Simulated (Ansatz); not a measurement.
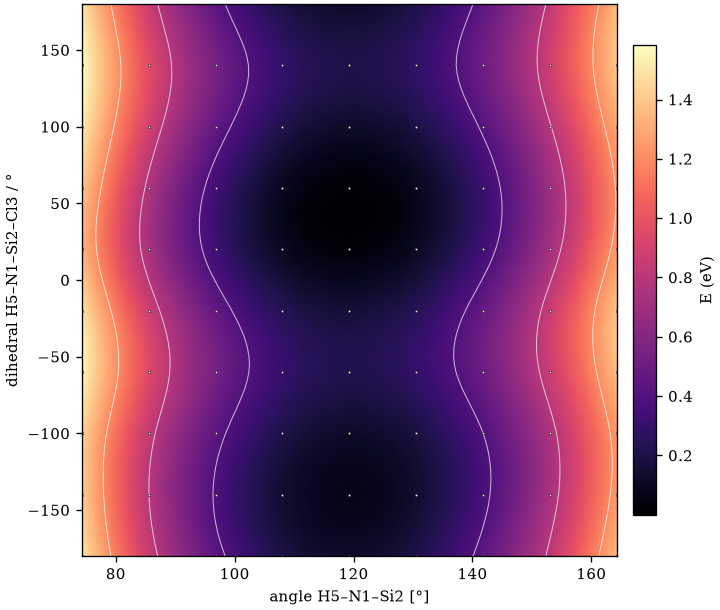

Energy landscape of BrClH2NSi, SMILES N[Si](Cl)Br, spin multiplicity 2. 
- First axis: angle H5–N1–Si2. Second axis: dihedral H5–N1–Si2–Cl3.
- Nothing is relaxed (all other coordinates rigid).
- The scan uses a 9 × 9 grid.
- Points are written as (first, second).
- Energies are in eV, from the relaxed molecule at the same level.
- These are results of Ansatz, UKS PBE-D4/def2-SVP, not measurements.

In the figure: a smooth colour map with a few white contour lines, dots at the grid points. Between grid points the surface is interpolated. 

**Describe this landscape.**

The lowest grid point is at (119.3°, 60°), 0.013 eV from the relaxed molecule at the same level. There is a further well near (119.3°, −140°) (0.05 eV above the lowest at that grid point). The highest grid point, (74.3°, 140°), lies 1.57 eV above the lowest. On the interpolated surface the easiest way out of the lowest well to the well at (119.3°, −140°) passes a barrier of about 0.21 eV, counted from the interpolated bottom of the well. Round the minimum the two coordinates are nearly uncoupled.

The values on the grid:

| dihedral H5–N1–Si2–Cl3 ↓, angle H5–N1–Si2 → | 74.3 | 85.5 | 96.8 | 108.0 | 119.3 | 130.5 | 141.8 | 153.0 | 164.3 |
| --- | --- | --- | --- | --- | --- | --- | --- | --- | --- |
| 140 | 1.58 | 0.97 | 0.54 | 0.29 | 0.21 | 0.28 | 0.51 | 0.88 | 1.39 |
| 100 | 1.52 | 0.90 | 0.47 | 0.22 | 0.13 | 0.20 | 0.42 | 0.79 | 1.30 |
| 60 | 1.40 | 0.77 | 0.34 | 0.10 | 0.01 | 0.09 | 0.32 | 0.69 | 1.21 |
| 20 | 1.35 | 0.74 | 0.33 | 0.10 | 0.03 | 0.11 | 0.34 | 0.72 | 1.25 |
| −20 | 1.49 | 0.88 | 0.47 | 0.24 | 0.16 | 0.24 | 0.48 | 0.86 | 1.38 |
| −60 | 1.56 | 0.95 | 0.54 | 0.30 | 0.22 | 0.29 | 0.51 | 0.86 | 1.36 |
| −100 | 1.44 | 0.85 | 0.44 | 0.21 | 0.12 | 0.19 | 0.40 | 0.76 | 1.26 |
| −140 | 1.43 | 0.80 | 0.39 | 0.15 | 0.07 | 0.14 | 0.37 | 0.74 | 1.26 |
| −180 | 1.50 | 0.87 | 0.44 | 0.20 | 0.13 | 0.21 | 0.44 | 0.83 | 1.35 |

The input of one point:

```yaml
crystal:
  periodic: [false, false, false]
  atoms:
    - { symbol: "N", position_ang: [-0.348325, 0.681055, 0.518192] }
    - { symbol: Si, position_ang: [0.644622, -0.257983, -0.555205] }
    - { symbol: Cl, position_ang: [0.909362, -2.103137, 0.407715] }
    - { symbol: Br, position_ang: [-0.508854, -0.459222, -2.495715] }
    - { symbol: H, position_ang: [-0.011471, 0.883598, 1.464367] }
    - { symbol: H, position_ang: [-0.914141, 1.447085, 0.141204] }
magnetization:
  spin_polarized: true
  initial_magnetization: 1
basis:
  gaussian: { orbitals: def2-SVP }
hamiltonian:
  xc: pbe
  dispersion: d4
output:
  forces: true
```

The whole map (81 points run) took 11 min on 1 thread of Arm Neoverse V2, on a shared host.
